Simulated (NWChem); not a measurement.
# C2H2O (ethenone): levels of theory compared

Aim: a comparison of 3 runs (HF/3-21G, HF/def2-SVP, B3LYP/6-31G*) of C2H2O (ethenone). Input form: an ASE script.

The calculation is run with NWChem 7.3.0.

**1. Starting point**

C2H2O has 5 atoms, charge 0, and is taken as a singlet. As SMILES, `C=C=O`. The shape is that of a PBE0-D4/def2-TZVP optimisation.

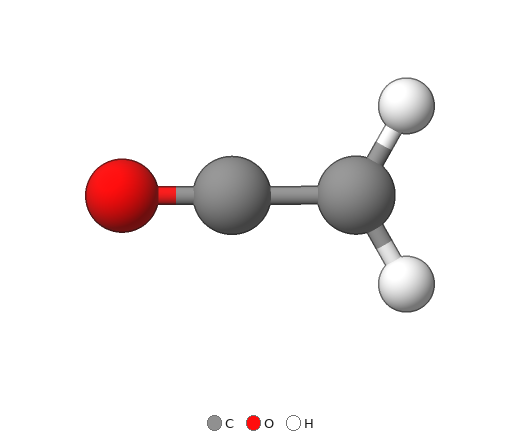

Viewed from a chosen angle; carbon grey, oxygen red, hydrogen white.

**2. Energy and gradient at HF/3-21G (run 1)**

run.py

```python
from ase import Atoms
from ase.calculators.nwchem import NWChem

atoms = Atoms(['C', 'C', 'O', 'H', 'H'], positions=[
    [-0.361800, 0.279000, -0.270700],
    [0.535300, -0.429800, 0.362500],
    [1.329000, -1.057000, 0.922700],
    [-1.204100, -0.217300, -0.729100],
    [-0.248500, 1.351400, -0.326800],
])

calc = NWChem(
    label='c2h2o',
    theory='scf',
    memory='2200 mb',
    basis='3-21G',
    basispar='spherical bse',
    scf={'nopen': '0', 'rhf': None, 'thresh': '1e-08', 'maxiter': '80'},
)
atoms.calc = calc

forces = atoms.get_forces()
print(f"energy = {atoms.get_potential_energy():.6f} eV")
print("forces (eV/A):")
for s, f in zip(atoms.symbols, forces):
    print(f"{s:2s} {f[0]:10.5f} {f[1]:10.5f} {f[2]:10.5f}")
print("dipole (e A):", atoms.get_dipole_moment().round(4))
```

Launch:

```sh
export ASE_NWCHEM_COMMAND="nwchem PREFIX.nwi > PREFIX.nwo"
python run.py
```

Log:

```text
energy = -4105.549025 eV
forces (eV/A):
C     0.25953   -0.20219    0.18311
C    -0.85371    0.67332   -0.60262
O     0.39281   -0.30992    0.27727
H     0.30097    0.24863    0.15540
H    -0.09960   -0.40983   -0.01316
dipole (e A): [-0.2473  0.1954 -0.1745]
```

The calculator wrote c2h2o.nwi:

```
title "c2h2o"

permanent_dir c2h2o

scratch_dir c2h2o

start c2h2o

geometry units angstrom nocenter noautosym noautoz
  C  -3.6180000000000001e-01 2.7900000000000003e-01 -2.7070000000000000e-01
  C  5.3530000000000000e-01 -4.2980000000000002e-01 3.6249999999999999e-01
  O  1.3290000000000000e+00 -1.0569999999999999e+00 9.2269999999999996e-01
  H  -1.2040999999999999e+00 -2.1729999999999999e-01 -7.2909999999999997e-01
  H  -2.4850000000000000e-01 1.3513999999999999e+00 -3.2679999999999998e-01
end

memory 2200 mb

basis spherical bse noprint
   * library 3-21G
end

scf
  nopen 0
  rhf
  thresh 1e-08
  maxiter 80
end

task scf gradient
```

c2h2o.nwo (excerpt; [...] marks lines left out):

```text
[...]
      One-electron energy =   -320.831235508741
[... 1 line left out ...]
 Nuclear repulsion energy =     58.789498269921
[... 29 lines left out ...]
                       ROHF Final Molecular Orbital Analysis
[... 178 lines left out ...]
     1   1 0 0     -0.467334      0.000000     19.313755
[...]
  wavefunction    =   RHF
                         RHF ENERGY GRADIENTS
    atom               coordinates                        gradient
                 x          y          z           x          y          z
   1 C      -0.683703   0.527234  -0.511549   -0.005047   0.003932  -0.003561
   2 C       1.011570  -0.812204   0.685026    0.016602  -0.013094   0.011719
   3 O       2.511446  -1.997440   1.743650   -0.007639   0.006027  -0.005392
   4 H      -2.275419  -0.410637  -1.377799   -0.005853  -0.004835  -0.003022
   5 H      -0.469597   2.553776  -0.617562    0.001937   0.007970   0.000256
[...]
```

Wall time 1.4 s (1 thread of Intel Xeon Platinum 8559C (Emerald Rapids), shared host); peak memory 0.098 GiB.

**3. Energy and forces at HF/def2-SVP (run 2)**

run.py

```python
from ase import Atoms
from ase.calculators.nwchem import NWChem

mol = Atoms('CCOHH', positions=[
    [-0.361800, 0.279000, -0.270700],
    [0.535300, -0.429800, 0.362500],
    [1.329000, -1.057000, 0.922700],
    [-1.204100, -0.217300, -0.729100],
    [-0.248500, 1.351400, -0.326800],
])

calc = NWChem(
    label='c2h2o',
    theory='scf',
    memory='2200 mb',
    basis='def2-SVP',
    basispar='spherical bse',
    scf={'nopen': '0', 'rhf': None, 'thresh': '1e-08', 'maxiter': '80'},
)
mol.calc = calc

forces = mol.get_forces()
print("Total energy (eV):", round(mol.get_potential_energy(), 6))
print("forces (eV/A):")
for s, f in zip(mol.symbols, forces):
    print(f"{s:2s} {f[0]:10.5f} {f[1]:10.5f} {f[2]:10.5f}")
print("dipole (e A):", mol.get_dipole_moment().round(4))
```

Launch:

```sh
export ASE_NWCHEM_COMMAND="nwchem PREFIX.nwi > PREFIX.nwo"
python run.py
```

Log:

```text
Total energy (eV): -4125.490075
forces (eV/A):
C    -0.04350    0.03733   -0.03090
C     1.45170   -1.14831    1.02458
O    -1.45540    1.15052   -1.02721
H     0.02232   -0.02129    0.01615
H     0.02484   -0.01825    0.01733
dipole (e A): [-0.2405  0.19   -0.1697]
```

The calculator wrote c2h2o.nwi:

```
title "c2h2o"

permanent_dir c2h2o

scratch_dir c2h2o

start c2h2o

geometry units angstrom nocenter noautosym noautoz
  C  -3.6180000000000001e-01 2.7900000000000003e-01 -2.7070000000000000e-01
  C  5.3530000000000000e-01 -4.2980000000000002e-01 3.6249999999999999e-01
  O  1.3290000000000000e+00 -1.0569999999999999e+00 9.2269999999999996e-01
  H  -1.2040999999999999e+00 -2.1729999999999999e-01 -7.2909999999999997e-01
  H  -2.4850000000000000e-01 1.3513999999999999e+00 -3.2679999999999998e-01
end

memory 2200 mb

basis spherical bse noprint
   * library def2-SVP
end

scf
  nopen 0
  rhf
  thresh 1e-08
  maxiter 80
end

task scf gradient
```

c2h2o.nwo (excerpt; [...] marks lines left out):

```text
[...]
      One-electron energy =   -321.917281761565
[... 1 line left out ...]
 Nuclear repulsion energy =     58.789498269921
[... 29 lines left out ...]
                       ROHF Final Molecular Orbital Analysis
[... 188 lines left out ...]
     1   1 0 0     -0.454410      0.000000     19.313755
[...]
  wavefunction    =   RHF
                         RHF ENERGY GRADIENTS
    atom               coordinates                        gradient
                 x          y          z           x          y          z
   1 C      -0.683703   0.527234  -0.511549    0.000846  -0.000726   0.000601
   2 C       1.011570  -0.812204   0.685026   -0.028231   0.022331  -0.019925
   3 O       2.511446  -1.997440   1.743650    0.028303  -0.022374   0.019976
   4 H      -2.275419  -0.410637  -1.377799   -0.000434   0.000414  -0.000314
   5 H      -0.469597   2.553776  -0.617562   -0.000483   0.000355  -0.000337
[...]
```

Run time: 2.9 s. Hardware: 1 thread of Intel Xeon Platinum 8559C (Emerald Rapids), shared host; peak memory 0.1 GiB.

**4. Energy and forces at B3LYP/6-31G(d) (Cartesian functions) (run 3)**

nw.xyz

```xyz
5

C     -0.361800     0.279000    -0.270700
C      0.535300    -0.429800     0.362500
O      1.329000    -1.057000     0.922700
H     -1.204100    -0.217300    -0.729100
H     -0.248500     1.351400    -0.326800
```

run.py

```python
from ase.io import read
from ase.calculators.nwchem import NWChem

system = read('nw.xyz')

calc = NWChem(
    label='nw',
    theory='dft',
    memory='2200 mb',
    basis='6-31G*',
    dft={'xc': 'b3lyp', 'mult': '1', 'grid': 'xfine', 'convergence': 'energy 1e-08', 'iterations': '100', 'mulliken': None},
)
system.calc = calc

forces = system.get_forces()
print(f"energy = {system.get_potential_energy():.6f} eV")
print("forces (eV/A):")
for s, f in zip(system.symbols, forces):
    print(f"{s:2s} {f[0]:10.5f} {f[1]:10.5f} {f[2]:10.5f}")
print("dipole (e A):", system.get_dipole_moment().round(4))
```

Launch:

```sh
export ASE_NWCHEM_COMMAND="nwchem PREFIX.nwi > PREFIX.nwo"
python run.py
```

Log:

```text
energy = -4152.400702 eV
forces (eV/A):
C    -0.27501    0.21993   -0.19432
C    -0.71286    0.56235   -0.50311
O     1.12974   -0.89238    0.79740
H    -0.10228    0.00411   -0.06320
H    -0.03965    0.10593   -0.03672
dipole (e A): [-0.2008  0.1587 -0.1417]
```

The calculator wrote nw.nwi:

```
title "nw"

permanent_dir nw

scratch_dir nw

start nw

geometry units angstrom nocenter noautosym noautoz
  C  -3.6180000000000001e-01 2.7900000000000003e-01 -2.7070000000000000e-01
  C  5.3530000000000000e-01 -4.2980000000000002e-01 3.6249999999999999e-01
  O  1.3290000000000000e+00 -1.0569999999999999e+00 9.2269999999999996e-01
  H  -1.2040999999999999e+00 -2.1729999999999999e-01 -7.2909999999999997e-01
  H  -2.4850000000000000e-01 1.3513999999999999e+00 -3.2679999999999998e-01
end

memory 2200 mb

basis noprint
   * library 6-31G*
end

dft
  xc b3lyp
  mult 1
  grid xfine
  convergence energy 1e-08
  iterations 100
  mulliken
end

task dft gradient
```

nw.nwo (excerpt; [...] marks lines left out):

```text
[...]
         Total DFT energy =     -152.597912459183
[...]
  wavefunction    = closed shell
                         DFT ENERGY GRADIENTS
    atom               coordinates                        gradient
                 x          y          z           x          y          z
   1 C      -0.683703   0.527234  -0.511549    0.005348  -0.004277   0.003779
   2 C       1.011570  -0.812204   0.685026    0.013863  -0.010936   0.009784
   3 O       2.511446  -1.997440   1.743650   -0.021970   0.017354  -0.015507
   4 H      -2.275419  -0.410637  -1.377799    0.001989  -0.000080   0.001229
   5 H      -0.469597   2.553776  -0.617562    0.000771  -0.002060   0.000714
[...]
```

Wall time 10 s (1 thread of Intel Xeon Platinum 8559C (Emerald Rapids), shared host); peak memory 0.13 GiB.

**5. Overview of the runs**

```
run                               level  Cartesian functions  iteration cap  energy (Eh)  dipole moment (D)  HOMO energy (eV)  LUMO energy (eV)  wall time
  1                            HF/3-21G                   no             80  -150.876145               1.73             -9.71              3.76      1.4 s
  2                         HF/def2-SVP                   no             80  -151.608965               1.68             -9.96              3.55      2.9 s
  3  B3LYP/6-31G* (Cartesian functions)                  yes            100  -152.597912               1.41             -6.51             -0.84       10 s
```

**6. Outcome**

| quantity | value |
| --- | --- |
| run 3: total energy | -152.59791 Eh |
| run 3: dipole moment | 1.41 D |
| run 3: HOMO energy | -6.51 eV |
| run 3: LUMO energy | -0.84 eV |
| run 3: HOMO–LUMO gap | 5.67 eV |
| run 3: largest force on an atom | 1.646 eV/Å |

In words: The dipole moment (its size) runs from 1.41 D (B3LYP/6-31G*) to 1.73 D (HF/3-21G). The two ends differ in method and basis. The HOMO–LUMO gap runs from 5.67 eV (B3LYP/6-31G*) to 13.52 eV (HF/def2-SVP). All runs together took 14 s, the longest 10 s.
